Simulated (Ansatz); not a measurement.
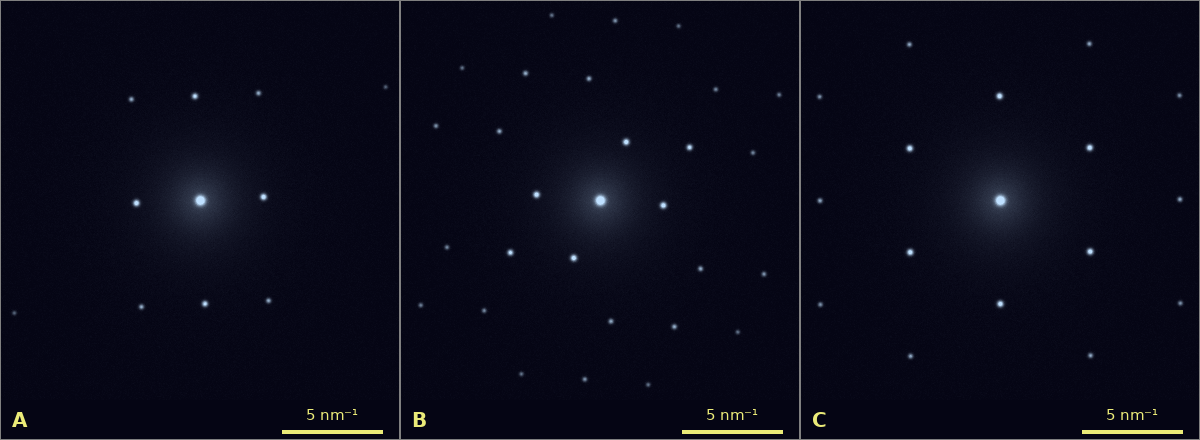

The patterns are kinematic simulations for 200 kV electrons (no multiple scattering; isotropic B = 0.5 Å²).

All three come from Si, space group Fd-3m (No. 227), a = 5.44 Å. Structure: the input geometry of an electronic-structure calculation (not necessarily at equilibrium).

```csv
atom,site,symmetry,x,y,z
Si,8a,-43m,0.0000,0.0000,0.0000
```

Assign the zone axes [110], [111], [211] to A, B and C.

A is [211]: rectangular net of -1 1 1 at d = 3.14 Å and 0 -2 2 at d = 1.92 Å, at 90.0°. B is [110]: centred rectangular net of -1 1 -1 at d = 3.14 Å and -1 1 1 at d = 3.14 Å, at 70.5°. C is [111]: hexagonal net of -2 2 0 at d = 1.92 Å and -2 0 2 at d = 1.92 Å, at 60.0°.
